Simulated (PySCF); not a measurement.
**Frequency calculation, with input and output: SiH4 (charge −1)**

SiH4, charge −1, multiplicity 2, computed with UKS-based PBE0, Si def2-TZVPD, H def2-TZVPD; non-relativistic Hamiltonian; density fitting (PySCF 2.14.0).

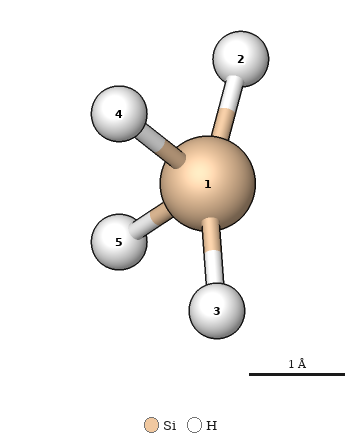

Fig. 1: The structure as given in the input (ball-and-stick view, seen at an oblique angle; atoms are numbered from 1 in the order of the input). Bond lengths as drawn: H–Si 1.52 to 1.62 Å.

**Key numbers**

| quantity | value |
| --- | --- |
| outcome | converged |
| total energy | −291.705040 hartree |
| ⟨S²⟩ | 0.757 |
| zero-point energy | 0.025419 hartree |
| wavenumbers, lowest and highest | 686 and 2022 cm⁻¹ |
| hardware | 4 threads of Arm Neoverse V2, 24 GiB of memory available, shared host |
| wall time | 20 s (CPU time 60 s) |
| peak memory | 1.1 GiB |

**Notes**

The highest filled orbital lies above zero: either the extra electron isn't bound at this level, or the self-interaction error of the functional lifts the level.

**Input**
```python
from pyscf import gto, scf, dft
mol = gto.M(atom='''
Si     0.000000     0.000000    -0.044140
H      0.000000     1.607953    -0.266948
H      0.000000    -1.607953    -0.266948
H      1.198408     0.000000     0.890938
H     -1.198408     0.000000     0.890938''',
    basis={'Si': 'def2-TZVPD', 'H': 'def2-TZVPD'},
    charge=-1, spin=1)
mf = dft.UKS(mol, xc='PBE0')
mf.grids.atom_grid = (75, 302)
aux = {'Si': 'def2-universal-JKFIT', 'H': 'def2-universal-JKFIT'}
mf = mf.density_fit(auxbasis=aux)
mf.conv_tol = 1e-09
mf.diis_space = 10
mf.max_cycle = 60
mf.verbose = 4
mf.kernel()
```

The script is an equivalent of the set-up of the self-consistent field. The run itself was carried out by a driver, which started from the orbitals of the step before it where there was one and computed the further properties.

Command:
```bash
OMP_NUM_THREADS=4 python axn.py task.json out
```

**The program's output**
```
init E= -291.705039659051
  alpha nocc = 10  HOMO = 0.0651493249775132  LUMO = 0.17679203643884
  beta  nocc = 9  HOMO = -0.0729881889653612  LUMO = 0.162122375530675
  HOMO = 0.0651493249775  LUMO = 0.162122375531  gap/eV = 2.63877
cycle= 1 E= -291.705039659053  delta_E= -1.99e-12  |g|= 1.69e-07  |ddm|= 7.27e-06
  alpha nocc = 10  HOMO = 0.0651493308894207  LUMO = 0.176792060742725
  beta  nocc = 9  HOMO = -0.0729881950533038  LUMO = 0.162122368085967
  HOMO = 0.0651493308894  LUMO = 0.162122368086  gap/eV = 2.63877
Extra cycle  E= -291.705039659054  delta_E= -5.68e-13  |g|= 8.95e-08  |ddm|= 3.53e-06
converged SCF energy = -291.705039659054  <S^2> = 0.75660399  2S+1 = 2.0065931
```

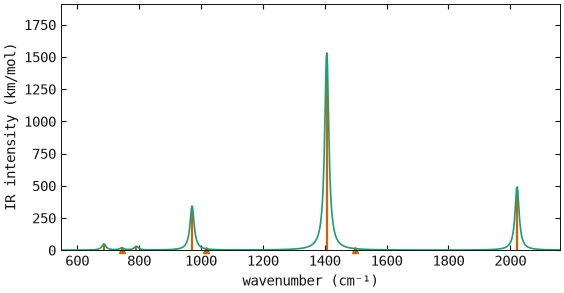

Fig. 2: Harmonic infrared spectrum, unscaled: sticks (degenerate modes added up, dark ones marked on the axis) with a Lorentzian envelope of 16 cm⁻¹ full width, scaled to the tallest stick. 9 modes from 686 to 2022 cm⁻¹, none imaginary. The strongest line is at 1407 cm⁻¹ (1531 km/mol). All modes, in cm⁻¹ (km/mol): 686 (49), 744 (16.4), 791 (29), 971 (342), 1017 (0.0), 1407 (1531), 1499 (0.9), 2022 (139), 2022 (353).
